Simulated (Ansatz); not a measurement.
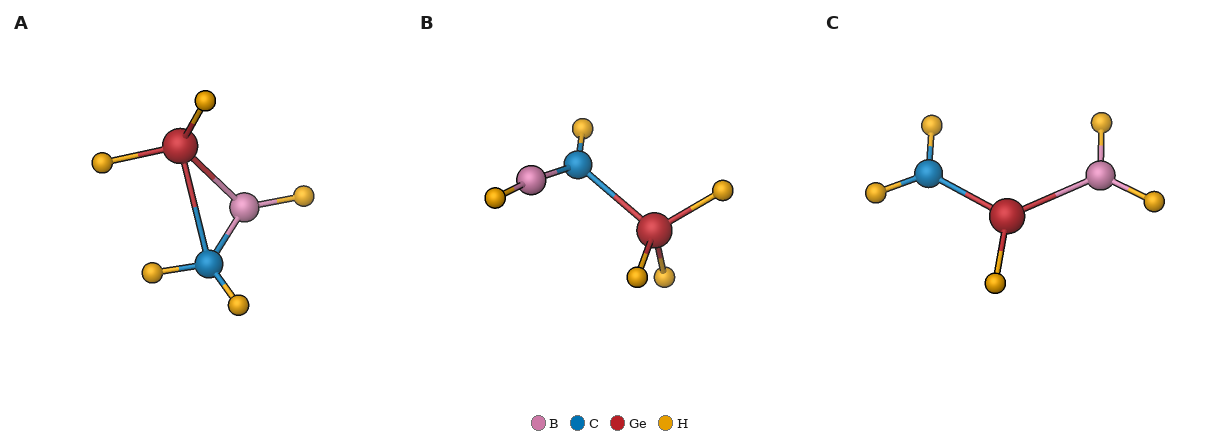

3 stationary structures of one formula. Geometries: PBE-D4/def2-SVP. Electronic energies: PBE-D4/def2-SVP (Ansatz 0.2.0), without zero-point energy. No frequency run is at hand to confirm each as a minimum. Each is one conformer, not always the lowest.

Which is lowest in energy, and by how much?

A is lowest (C1); B lies 20.1 kJ/mol above it, C lies 55.2 kJ/mol above it.
